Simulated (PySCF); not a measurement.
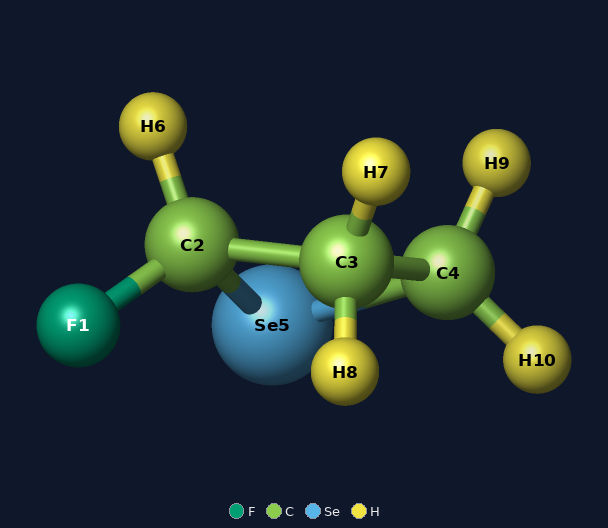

The atoms are numbered. The geometry was computed by an optimisation with PBE0-D3(BJ)/def2-SVP. No frequency run is at hand to confirm it as a minimum.

Which atoms are bonded, and how long are the bonds?

| bond | length (Å) | order |
| --- | --- | --- |
| F1–C2 | 1.354 | single |
| C2–C3 | 1.523 | single |
| C2–Se5 | 1.984 | single |
| C2–H6 | 1.102 | single |
| C3–C4 | 1.531 | single |
| C3–H7 | 1.102 | single |
| C3–H8 | 1.100 | single |
| C4–Se5 | 1.975 | single |
| C4–H9 | 1.098 | single |
| C4–H10 | 1.098 | single |
